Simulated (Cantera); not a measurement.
Feed: 1 mol FeCl₂, 1.6 mol O₂, 190 mol N₂, at 0.270 Pa.

Cantera equilibrium calculation (NASA polynomials, part measured and part estimated; ideal gas, pure solids and liquids). Candidate condensed phases: Fe, FeCl₂, FeCl₃, FeO, Fe₂O₃, Fe₃O₄; 19 gas species. Condensed phases not in the tables: FeOCl. The numbers say what is thermodynamically allowed, not how fast it happens.

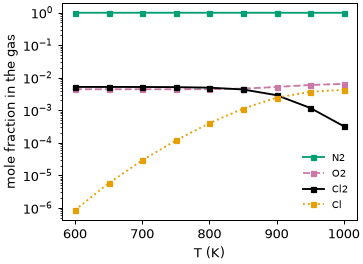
Figure: Equilibrium gas composition (values under 1e-9 drawn at 1e-9)

From 600 K to 1000 K the condensed part is Fe₂O₃(s). The main Fe-bearing gas is FeCl₃ at 600 K and FeCl₂ at 1000 K.
